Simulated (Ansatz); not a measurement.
# Si4H10 (SMILES [SiH3][SiH]([SiH3])[SiH3]): HF/6-31G(d) (spherical functions)

What is the vertical ionisation energy of Si4H10 at HF/6-31G* (spherical functions)? 

The results are computed with Ansatz 0.2.0.

37 further runs of the same task are left out: 3 that didn't finish, 34 set aside as unsound or not needed.

## (1) Starting point

The species is Si4H10 (14 atoms), meant as a singlet with charge 0. As SMILES, `[SiH3][SiH]([SiH3])[SiH3]`. The shape is that of a PBE0-D4/def2-TZVP optimisation.

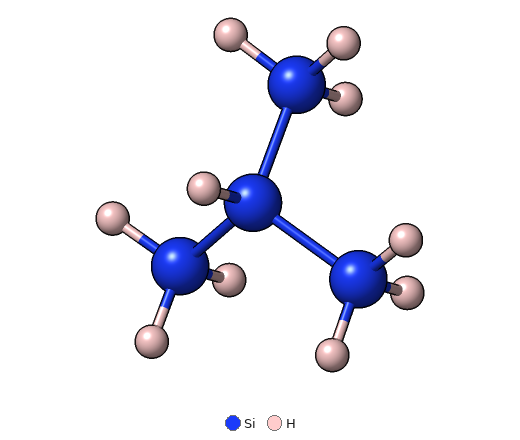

The structure, seen from a chosen angle (silicon blue, hydrogen pink).

## (2) A single-point energy at HF/6-31G(d) (spherical functions)

Contents of molecule.yaml:

```yaml
crystal:
  periodic: [false, false, false]
  atoms:
    - symbol: Si
      position_ang: [-1.586600, 0.449770, -1.468220]
    - symbol: Si
      position_ang: [-0.437700, -0.033320, 0.509060]
    - symbol: Si
      position_ang: [1.124000, 1.651140, 0.941090]
    - symbol: Si
      position_ang: [0.660040, -2.085920, 0.297480]
    - symbol: H
      position_ang: [-2.588800, -0.607930, -1.768740]
    - symbol: H
      position_ang: [-2.287510, 1.758070, -1.365710]
    - symbol: H
      position_ang: [-0.615640, 0.517850, -2.593590]
    - symbol: H
      position_ang: [-1.409520, -0.107160, 1.639330]
    - symbol: H
      position_ang: [2.091010, 1.722300, -0.187470]
    - symbol: H
      position_ang: [1.875310, 1.366450, 2.193260]
    - symbol: H
      position_ang: [0.452630, 2.971990, 1.075490]
    - symbol: H
      position_ang: [1.404530, -2.417500, 1.542160]
    - symbol: H
      position_ang: [1.628750, -2.008150, -0.829180]
    - symbol: H
      position_ang: [-0.310500, -3.177580, 0.015050]
basis:
  gaussian:
    orbitals: 6-31G_st_-spherical.json
hamiltonian:
  xc: hf
accuracy: high
output: {orbitals: {seedname: orbitals}}
```

The basis set 6-31G* is read from a file made from the Basis Set Exchange's data (not shown).

Started as:

```console
$ ansatz run molecule.yaml --threads 1 --pin off --max-ram 3480MiB --events-out events.jsonl --progress --plain --runs-dir runs
```

What it wrote:

```text
Warning: RAYON_NUM_THREADS=1 ignored (pool sized by the plan → 1); use --threads N
Functional definition: HF
  name "HF"
  exchange = exact_x
  correlation = 0
2157 factors; integrals over basis functions are off by at most 8.4e-9 eV
mean field evaluation 1: about -31603.0818 eV, gradient 1.6e1 eV
mean field evaluation 2: about -31603.2462 eV, gradient 1.7e1 eV
mean field evaluation 4: about -31605.0303 eV, gradient 6.4e-1 eV
mean field evaluation 8: about -31605.0350 eV, gradient 1.5e-4 eV
mean field -31605.03502145 eV, -1161.4636143760 hartree, gradient 6.3e-8 eV, S^2 0.000000; 0 other end points of the search recorded, 0 dependent functions left out
reference -31605.03502145 eV, -1161.4636143760 hartree; 33, 33 occupied and 59, 59 virtual orbitals, 2157 factors
Total energy: -31605.03502145 eV, -1161.4636143760 hartree
```

Wall time 2.5 s (1 thread of Intel Xeon 6975P-C (Granite Rapids), shared host); peak memory 0.32 GiB.

## (3) The doublet cation, same level

Contents of in.yaml:

```yaml
basis:
  gaussian:
    orbitals: 6-31G_st_-spherical.json
crystal:
  periodic: [false, false, false]
  atoms:
    - {symbol: Si, position_ang: [-1.586600, 0.449770, -1.468220]}
    - {symbol: Si, position_ang: [-0.437700, -0.033320, 0.509060]}
    - {symbol: Si, position_ang: [1.124000, 1.651140, 0.941090]}
    - {symbol: Si, position_ang: [0.660040, -2.085920, 0.297480]}
    - {symbol: H, position_ang: [-2.588800, -0.607930, -1.768740]}
    - {symbol: H, position_ang: [-2.287510, 1.758070, -1.365710]}
    - {symbol: H, position_ang: [-0.615640, 0.517850, -2.593590]}
    - {symbol: H, position_ang: [-1.409520, -0.107160, 1.639330]}
    - {symbol: H, position_ang: [2.091010, 1.722300, -0.187470]}
    - {symbol: H, position_ang: [1.875310, 1.366450, 2.193260]}
    - {symbol: H, position_ang: [0.452630, 2.971990, 1.075490]}
    - {symbol: H, position_ang: [1.404530, -2.417500, 1.542160]}
    - {symbol: H, position_ang: [1.628750, -2.008150, -0.829180]}
    - {symbol: H, position_ang: [-0.310500, -3.177580, 0.015050]}
hamiltonian:
  xc: hf
total_charge: 1
output: {orbitals: {seedname: orbitals}}
magnetization:
  spin_polarized: true
  initial_magnetization: 1
accuracy: high
```

The basis set 6-31G* is read from a file made from the Basis Set Exchange's data (not shown).

Started as:

```console
$ ansatz run in.yaml --threads 1 --pin off --max-ram 3480MiB --events-out events.jsonl --progress --plain --runs-dir runs
```

What it wrote, cut to the lines that bear on the results:

```text
Warning: RAYON_NUM_THREADS=1 ignored (pool sized by the plan → 1); use --threads N
[... 2 set-up lines as earlier in the session ...]
[...]
2155 factors; integrals over basis functions are off by at most 8.4e-9 eV
[...]
mean field -31595.75401610 eV, -1161.1225437203 hartree, gradient 6.9e-8 eV, S^2 0.767393; 3 other end points of the search recorded, 0 dependent functions left out
reference -31595.75401610 eV, -1161.1225437203 hartree; 33, 32 occupied and 59, 60 virtual orbitals, 2155 factors
Total energy: -31595.75401610 eV, -1161.1225437203 hartree
```

It took 20 s on 1 thread of Intel Xeon 6975P-C (Granite Rapids), shared host; peak memory 0.47 GiB.

## (4) Summary of results

Level: HF/6-31G* (spherical functions).

```
                                          quantity           value
                      singlet Si4H10: total energy  -1161.46361 Eh
                       singlet Si4H10: HOMO energy       -10.46 eV
                       singlet Si4H10: LUMO energy         3.17 eV
                     singlet Si4H10: HOMO–LUMO gap        13.63 eV
                      doublet cation: total energy  -1161.12254 Eh
doublet cation: HOMO energy (highest over α and β)       -15.24 eV
 doublet cation: LUMO energy (lowest over α and β)        -8.11 eV
                              doublet cation: ⟨S²⟩           0.767
vertical ionisation energy (to the doublet cation)        9.281 eV
```

**Reading.** The vertical ionisation energy comes to 9.28 eV (214 kcal/mol). −ε(HOMO) before ionisation, 10.46 eV, is 1.18 eV above this ionisation energy.
